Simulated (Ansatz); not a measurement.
## Resistivity from frozen vibrations: Zr(0001) with 2 thermally displaced layers, 2x2

Wanted: the phonon-limited resistivity of Zr at 180 K by the Landauer route.

Program: Ansatz 0.2.0. Level of theory: Ansatz plane-wave DFT, PBE, PAW files; ballistic transport by layer matching (Landauer), zero bias; PAW set soft_1. Results are calculated unless marked as measured.

**1. The structure**

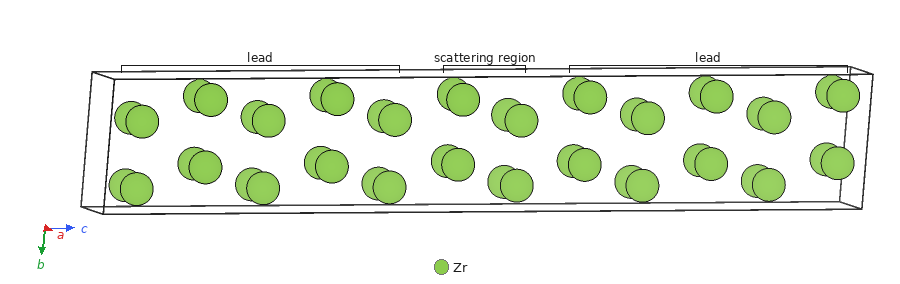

Start, viewed from the side, with the c axis across the page; zirconium green.

The cell holds 48 atoms: 48 Zr. Its edges and angles: a = 6.464 Å, b = 6.464 Å, c = 30.882 Å, α = 90.0°, β = 90.0°, γ = 120.0°. It derives from Zr. Regions: lead, 40 atoms (40 Zr); scattering region, 8 atoms (8 Zr). The structure is stacked along c, and the current runs across the ab planes.

**2. With 2 displaced layers**

Each atom of 2 layers is moved at random, by amounts drawn from a normal law 0.0603 Å wide in each direction from the Debye model (291 K) at 180 K. The layers about the cell's end stay perfect and serve as the lead. Disorder leaves little or no symmetry, which makes such runs dear. Energies from -0.05 to 0.05 eV in steps of 0.05 eV are too few for the program's thermal sum, so it prints no conductance; for a metal the transmission near the Fermi level serves, at a fraction of the cost.

The input, input.yaml:

```yaml
crystal:
  lattice:
    - [6.464, 0.0, 0.0]
    - [-3.232, 5.5979882101, 0.0]
    - [0.0, 0.0, 30.882]
  atoms:
    - { symbol: Zr, position: [0.1666666667, 0.3333333333, 0.0416666667] }
    - { symbol: Zr, position: [0.1666666667, 0.8333333333, 0.0416666667] }
    - { symbol: Zr, position: [0.6666666667, 0.3333333333, 0.0416666667] }
    - { symbol: Zr, position: [0.6666666667, 0.8333333333, 0.0416666667] }
    - { symbol: Zr, position: [0.3333333333, 0.1666666667, 0.125] }
    - { symbol: Zr, position: [0.3333333333, 0.6666666667, 0.125] }
    - { symbol: Zr, position: [0.8333333333, 0.1666666667, 0.125] }
    - { symbol: Zr, position: [0.8333333333, 0.6666666667, 0.125] }
    - { symbol: Zr, position: [0.1666666667, 0.3333333333, 0.2083333333] }
    - { symbol: Zr, position: [0.1666666667, 0.8333333333, 0.2083333333] }
    - { symbol: Zr, position: [0.6666666667, 0.3333333333, 0.2083333333] }
    - { symbol: Zr, position: [0.6666666667, 0.8333333333, 0.2083333333] }
    - { symbol: Zr, position: [0.3333333333, 0.1666666667, 0.2916666667] }
    - { symbol: Zr, position: [0.3333333333, 0.6666666667, 0.2916666667] }
    - { symbol: Zr, position: [0.8333333333, 0.1666666667, 0.2916666667] }
    - { symbol: Zr, position: [0.8333333333, 0.6666666667, 0.2916666667] }
    - { symbol: Zr, position: [0.1666666667, 0.3333333333, 0.375] }
    - { symbol: Zr, position: [0.1666666667, 0.8333333333, 0.375] }
    - { symbol: Zr, position: [0.6666666667, 0.3333333333, 0.375] }
    - { symbol: Zr, position: [0.6666666667, 0.8333333333, 0.375] }
    - { symbol: Zr, position: [0.3337943936, 0.1652446763, 0.4595829335] }
    - { symbol: Zr, position: [0.3314282107, 0.6609006664, 0.4590388819] }
    - { symbol: Zr, position: [0.8505864428, 0.1768611437, 0.4569601969] }
    - { symbol: Zr, position: [0.8181825961, 0.6599576762, 0.4584139691] }
    - { symbol: Zr, position: [0.1438152129, 0.3309782373, 0.5392356306] }
    - { symbol: Zr, position: [0.1569112503, 0.8274748736, 0.5410494981] }
    - { symbol: Zr, position: [0.6761147417, 0.3445550546, 0.5414158683] }
    - { symbol: Zr, position: [0.6758247089, 0.8261731094, 0.5423525372] }
    - { symbol: Zr, position: [0.3333333333, 0.1666666667, 0.625] }
    - { symbol: Zr, position: [0.3333333333, 0.6666666667, 0.625] }
    - { symbol: Zr, position: [0.8333333333, 0.1666666667, 0.625] }
    - { symbol: Zr, position: [0.8333333333, 0.6666666667, 0.625] }
    - { symbol: Zr, position: [0.1666666667, 0.3333333333, 0.7083333333] }
    - { symbol: Zr, position: [0.1666666667, 0.8333333333, 0.7083333333] }
    - { symbol: Zr, position: [0.6666666667, 0.3333333333, 0.7083333333] }
    - { symbol: Zr, position: [0.6666666667, 0.8333333333, 0.7083333333] }
    - { symbol: Zr, position: [0.3333333333, 0.1666666667, 0.7916666667] }
    - { symbol: Zr, position: [0.3333333333, 0.6666666667, 0.7916666667] }
    - { symbol: Zr, position: [0.8333333333, 0.1666666667, 0.7916666667] }
    - { symbol: Zr, position: [0.8333333333, 0.6666666667, 0.7916666667] }
    - { symbol: Zr, position: [0.1666666667, 0.3333333333, 0.875] }
    - { symbol: Zr, position: [0.1666666667, 0.8333333333, 0.875] }
    - { symbol: Zr, position: [0.6666666667, 0.3333333333, 0.875] }
    - { symbol: Zr, position: [0.6666666667, 0.8333333333, 0.875] }
    - { symbol: Zr, position: [0.3333333333, 0.1666666667, 0.9583333333] }
    - { symbol: Zr, position: [0.3333333333, 0.6666666667, 0.9583333333] }
    - { symbol: Zr, position: [0.8333333333, 0.1666666667, 0.9583333333] }
    - { symbol: Zr, position: [0.8333333333, 0.6666666667, 0.9583333333] }
kpoints:
  mp_grid: { grid: [4, 4, 1] }
hamiltonian:
  xc: pbe
  pseudopotentials: { kind: paw, azcp: { folder: soft_1 } }
scf:
  occupations: { method: fermi_dirac, width: 0.1 }
output:
  transmission: { leads: [[0, 8]], kmesh: [8, 8], e_range: [-0.05, 0.05], de: 0.05 }
  write_potential: true
  write_density: true
  volumetric_format: npy
  elf: true
```

The run is started by

```
$ ansatz run input.yaml --threads 4 --pin off --max-ram 15360MiB --backend cpu --events-out ev --progress --plain --runs-dir out
```

Numbers of over 12 decimals in the logs are rounded to 6 here.

The log of the run:

```text
Engine: ansatz 0.2.0, x86_64-unknown-linux-gnu
Pseudopotentials: kind: paw
Pseudopotential: Zr, paw, valence charge 12, recommended cutoff 420 eV (normal), soft_1/Zr.paw.azcp
Functional definition: PBE
  parameter kappa = 0.804
  parameter beta = 0.066725
  exchange = pbe_x(kappa = kappa, mu = beta*pi^2/3)
  correlation = pbe_c(beta = beta)
Crystal: 48 atoms, lattice volume = 1117.477 Å³
Basis set: ecut = 420 eV, 21835 PW (Γ)
Bands: 346, of which v1, the nominal top of the filled ones, is band 288 counted from 1 (287 counted from 0)
Symmetry: 1 space group operations
Space group: P1 (ITA 1), of the structure as read, at distance tolerance 1.0e-4 Å
k-points: 10 of 16 (time reversal used)
Non-local potential: Zr, projectors of the file, l = 0: 3, l = 1: 2, l = 2: 2, l = 3: 1
PAW form: soft (Blöchl's): semilocal exchange-correlation on the pseudo side does not see the compensation charge
PAW one-centre angular grid: Zr, 590 points (default); XC on 64 Gauss nodes
Initial density: superposition of atomic densities (chi_scale 0.1, normalization cell)
Initial wavefunctions: pseudopotential atomic-orbital guess
Functional: x = pbe(κ = 0.804, μ = 0.219515), c = pbe(β = 0.066725)
SCF iter   1: F=—  HF=-200829.968962 eV  |F-HF|=—  |Δ(HF+E_count)|=         —  Δρ=2.88e-2  dr2=1.32e1  ethr=3.10e-3  ⟨swp⟩=5.2  Hψ=13120  notcnv=0
preconditioner: auto → Kerker (q_TF=auto, 2.443 Å⁻¹)  [metal: Δε(μ)=0.004 eV  Ē_g=2.596 eV  σ=0.100 eV  W_gap=0.01  n_scr=294 (ndim 8)  ℏωp=15.4 eV  f_vac=0.000  D(μ)=44.89/eV (n_scr^D=380)]
SCF iter   2: F=—  HF=-200827.110200 eV  |F-HF|=—  |Δ(HF+E_count)|=    2.86e0  Δρ=1.76e-2  dr2=4.36e0  ethr=2.29e-3  ⟨swp⟩=2.0  Hψ=4195  notcnv=0
SCF iter   3: F=—  HF=-200825.860504 eV  |F-HF|=—  |Δ(HF+E_count)|=    1.25e0  Δρ=2.90e-3  dr2=1.74e-1  ethr=7.56e-4  ⟨swp⟩=3.0  Hψ=6803  notcnv=0
SCF iter   4: F=—  HF=-200825.854473 eV  |F-HF|=—  |Δ(HF+E_count)|=   6.03e-3  Δρ=8.55e-4  dr2=2.36e-2  ethr=3.01e-5  ⟨swp⟩=2.0  Hψ=4275  notcnv=0
SCF iter   5: F=—  HF=-200825.853348 eV  |F-HF|=—  |Δ(HF+E_count)|=   1.13e-3  Δρ=2.43e-4  dr2=1.23e-3  ethr=4.09e-6  ⟨swp⟩=2.0  Hψ=4326  notcnv=0
SCF iter   6: F=—  HF=-200825.853334 eV  |F-HF|=—  |Δ(HF+E_count)|=   1.37e-5  Δρ=8.28e-5  dr2=3.50e-4  ethr=2.14e-7  ⟨swp⟩=2.9  Hψ=7363  notcnv=0
SCF iter   7: F=—  HF=-200825.853317 eV  |F-HF|=—  |Δ(HF+E_count)|=   1.72e-5  Δρ=1.81e-5  dr2=8.49e-6  ethr=6.08e-8  ⟨swp⟩=2.1  Hψ=3826  notcnv=0
SCF iter   8: F=—  HF=-200825.853436 eV  |F-HF|=—  |Δ(HF+E_count)|=   1.20e-4  Δρ=7.29e-6  dr2=2.13e-6  ethr=1.47e-9  ⟨swp⟩=2.2  Hψ=5810  notcnv=0
SCF iter   9: F=-200825.853436 eV  HF=-200825.853436 eV  |F-HF|=2.57e-8  |Δ(HF+E_count)|=   1.04e-7  Δρ=2.13e-6  dr2=6.93e-8  ethr=1.74e-11  ⟨swp⟩=8.6  Hψ=11464  notcnv=0
SCF 1 converged in 9 iterations: F = -200825.853436 eV  dr2 = 6.93e-8
  greatest PAW one-centre occupation: 0.997 electrons in one spin orbital (limit 2), on the Zr atom at site 24 (counted from 0), in its partial waves of l = 0
transmission: 168 of 1666 steps passed
transmission: 342 of 1666 steps passed
[...]
transmission: 1666 of 1666 steps passed
SCF converged after 9 iterations
Free energy (F): -200825.853436 eV
Harris-Foulkes:  -200825.853436 eV  (|F-HF|=2.57e-8)
Internal energy: -200824.108034 eV  (E = F + TS)
E sigma→0 (E₀):  -200824.980735 eV
Entropy (-TS):   -1.745402 eV (-36.363 meV/atom)
Fermi energy:    13.958965 eV
--- Per-component energies (eV) ---
  E_band       = -4664.211921
  E_kinetic    = 15152.204890
  E_local      = -29026.519320  (includes V_loc(G=0)·N_el)
  E_nonlocal   = 3603.980632
  E_hartree    = 9446.754039
  E_xc         = -7417.322550
  E_vxc        = -8763.965037  (∫ρ·V_xc dr)
  E_paw        = -142266.464738  (= ΣΔE_a)
  E_vpaw       = -4523.408842  (= ΣTr[D̂ρ^β])
  E_aug_tail   = -0.001205  (compensation charges beyond the density's cutoff)
  E_ewald      = -50316.739782
  E_smearing   = -1.745402  (= −TS)
  E_closure    = 0.000000  (closes the sum)
  Σ components = -200825.853436   (vs F -200825.853436, Δ=0.00e0)
--- Band table (eV; the first three rows and the last of 10) ---
  k-point 0: bands = [... 284 lower, 14.5170, 14.6268, 14.6330, 14.6393, 14.6433, 14.6862, 14.6879, 14.6945, ... 54 higher]
  k-point 1: bands = [... 284 lower, 14.1343, 14.1397, 14.1633, 14.1736, 14.1864, 14.1991, 14.2021, 14.3082, ... 54 higher]
  k-point 2: bands = [... 284 lower, 13.6013, 13.6064, 13.6452, 13.6558, 13.8763, 13.8846, 13.9039, 13.9097, ... 54 higher]
  k-point 9: bands = [... 284 lower, 13.6007, 13.6113, 13.6342, 13.6482, 13.8846, 13.8964, 13.9068, 13.9151, ... 54 higher]
--- Transmission ---
  basis      : 313 plane waves across, 49 finite elements along
  points     : 34, standing for a mesh of 8 x 8
  energies   : 3 from -0.050000 to 0.050000 eV about the Fermi level, 0.050000 eV apart; the leads are filled to 0.000000 eV, and channels, transmission and decay are at 0.000000 eV
  crystal 0  : Zr8, at the sites [0, 8], period 5.1470 Å, over 25.74 Å; its Hamiltonian steps by up to 6.1 meV
    offset         : up to 0.0000 Å between an atom of the period and one for which it stands
    channels       : 2.625000e0 a spin
    conductance    : none, the energies end too early or step too widely for 300 K: set another output.transmission.e_range or a lower de, or, where they end at an eighth of basis.ecutwfc, a higher one
    slowest decay  : 0.0513 /Å at (0.0000, 0.0000)
  junction   : crystal 0 to crystal 0, 0.70 to 26.43 Å
    transmission   : 2.404825e0 a spin
    conductance    : none, the energies end too early or step too widely for 300 K: set another output.transmission.e_range or a lower de, or, where they end at an eighth of basis.ecutwfc, a higher one
```

The job ended after 10 min (4 threads of Intel Xeon Platinum 8488C (Sapphire Rapids), shared host; peak memory 7.3 GiB; 34 min of CPU time).

This step gave:

- free energy: -200825.8534 eV
- energy at zero smearing: -200824.9807 eV
- Fermi energy: 13.96 eV
- cell area: 36.19 Å²
- transmission at the energy nearest the Fermi level, one spin: 2.405
- channels at the energy nearest the Fermi level, one spin: 2.625
- step of the lead's Hamiltonian: 6.1 meV

Per spin. The transmission, zone mean by energy, zero at the Fermi level:

```tsv
energy (eV)	transmission, zone mean
-0.0500	2.67
0.0000	2.40
0.0500	2.51
```

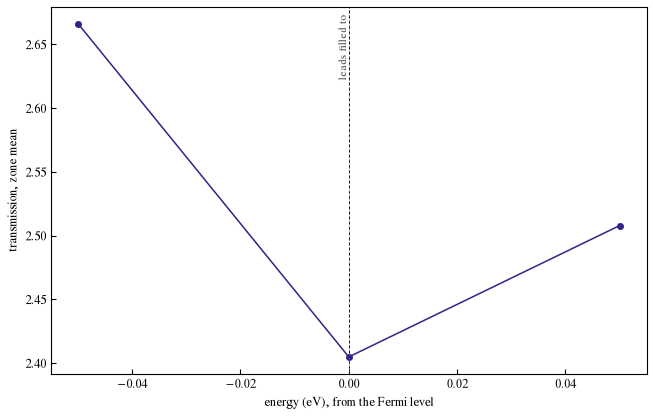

Transmission, zone mean, plotted against energy.

Per spin. Table of open channels, zone mean, lead by energy, zero at the Fermi level:

```tsv
energy (eV)	open channels, zone mean, lead
-0.0500	2.81
0.0000	2.62
0.0500	2.84
```

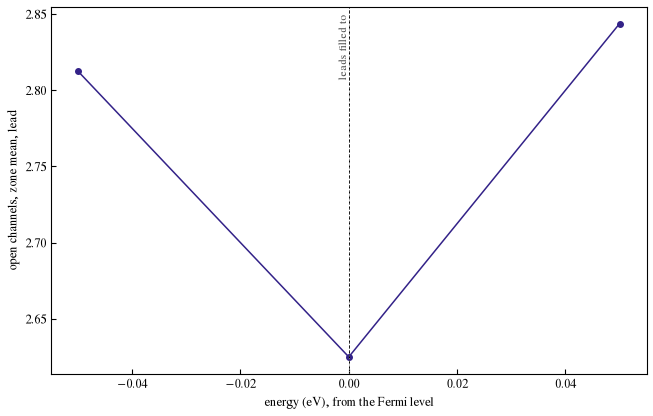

Open channels, zone mean, lead, plotted against energy.

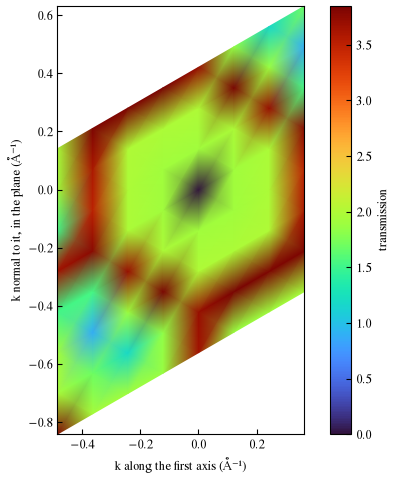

Transmission over k1 and k2. At 0.0000 eV from the Fermi level.

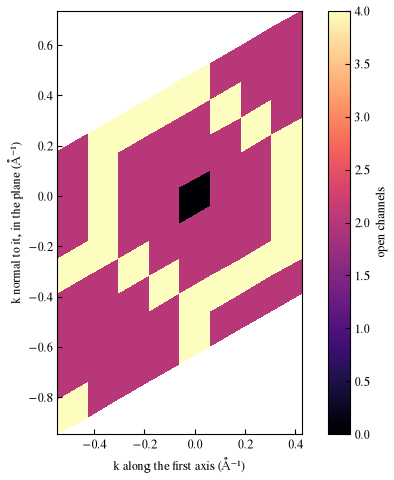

Open channels over k1 and k2. At 0.0000 eV from the Fermi level.

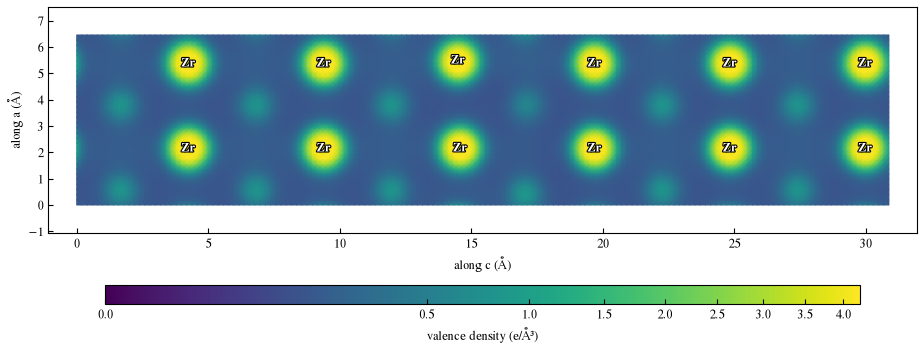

Valence density in the ca plane at fractional y = 0.165, with atoms of Zr within 0.2 Å of it. It is the smooth field of the valence electrons, not physical close to the nuclei. The colour scale is stretched toward low values.

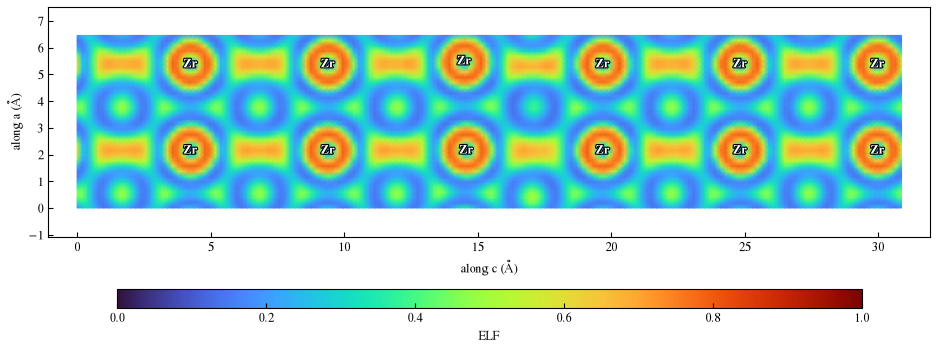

ELF in the ca plane at fractional y = 0.165, with atoms of Zr within 0.2 Å of it. It is the smooth field of the valence electrons, not physical close to the nuclei.

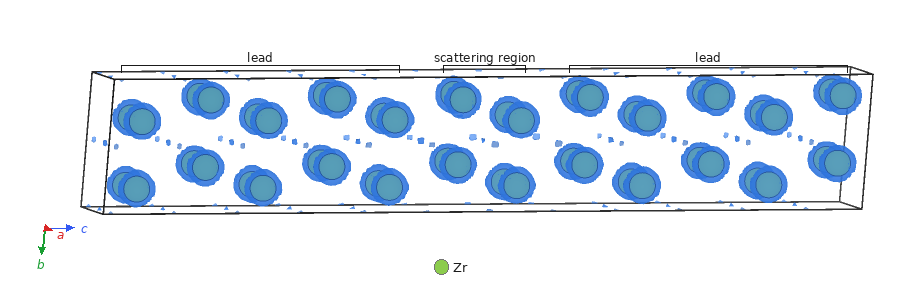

Surface of ELF = 0.72.

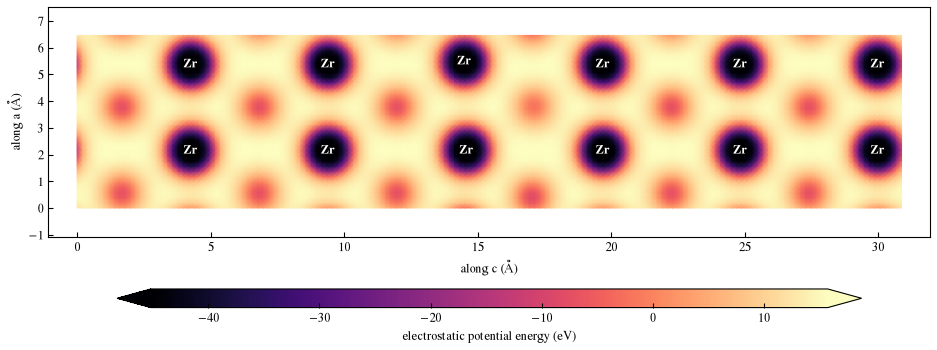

Electrostatic potential energy in the ca plane at fractional y = 0.165, with atoms of Zr within 0.2 Å of it. With pseudopotentials it is smooth inside the atoms' cores, unlike the true potential.

Over the solved energies the transmission per spin lies between 2.40 and 2.67, out of 2.76 channels of the lead on average (up to 2.84).

(Continued in part 2 of 2.)

[Logs are printed without paths, hosts, clocks, repeated set-up lines and the standing remarks that a program may print on its own settings, such as how far it seeks lower states.]

[Hosts, paths, dates, database ids (printed as entryN), source tags and the programs' standing remarks are cut or masked in the printed files.]
